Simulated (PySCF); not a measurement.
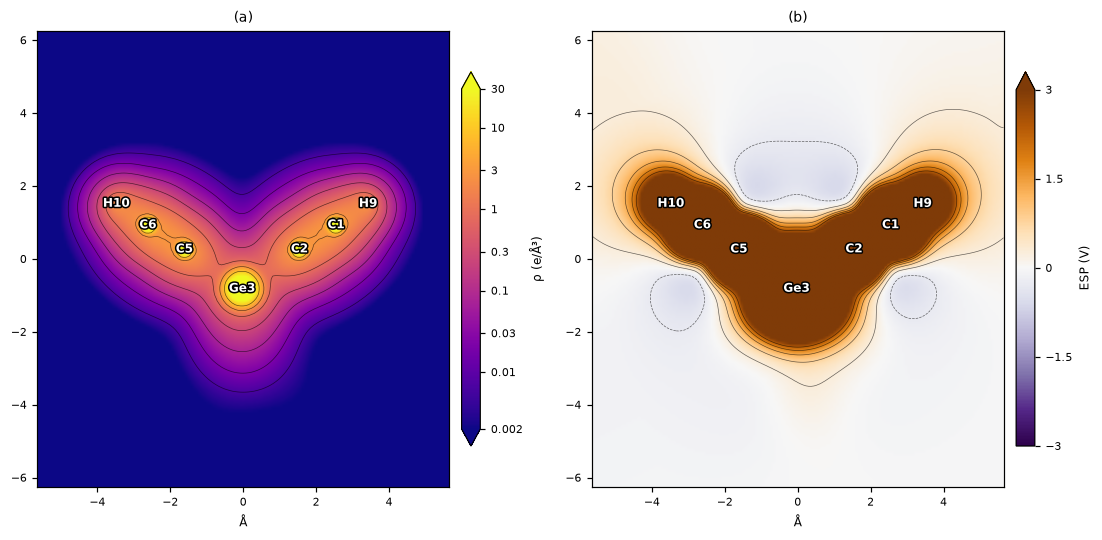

The picture shows: C4H5ClGe2O (SMILES C#[C][Ge]([Cl])([C]#C)[O][GeH3]). (a) electron density; (b) molecular electrostatic potential on the plane of atoms C2, Ge3 and C5.

Geometry: GFN2-xTB.

All numbers below come from B3LYP/def2-SVPD, SCF density, gas phase in PySCF 2.14.0.

```yaml
atoms:
  - { symbol: C, position_ang: [0.9888, 3.0727, -0.0238] }
  - { symbol: C, position_ang: [0.7841, 1.9426, -0.3785] }
  - { symbol: Ge, position_ang: [0.4139, 0.1430, -0.9131] }
  - { symbol: Cl, position_ang: [-0.3040, 0.0885, -2.8757] }
  - { symbol: C, position_ang: [1.9532, -0.9720, -0.7042] }
  - { symbol: C, position_ang: [2.9077, -1.6888, -0.5635] }
  - { symbol: O, position_ang: [-0.7804, -0.4912, 0.1828] }
  - { symbol: Ge, position_ang: [-2.4247, -0.8844, 0.5582] }
  - { symbol: H, position_ang: [1.1760, 4.0637, 0.2814] }
  - { symbol: H, position_ang: [3.7491, -2.3109, -0.4401] }
  - { symbol: H, position_ang: [-3.3056, 0.2616, 0.1482] }
  - { symbol: H, position_ang: [-2.3907, -1.0866, 2.0411] }
  - { symbol: H, position_ang: [-2.7720, -2.1376, -0.1918] }
```

Read the bonding off the picture.

- The plane passes through C, Ge and H nuclei.
- C–C (1.20 Å): the density is about 2.7 e/Å³ at the midpoint.
- C–Ge (1.91 Å): the density is about 0.91 e/Å³ at the midpoint.
- C–H (1.05 Å): the density is about 2.1 e/Å³ at the midpoint.
- Outside the dense part of the molecule the potential is most negative (−0.6 V) near C5.
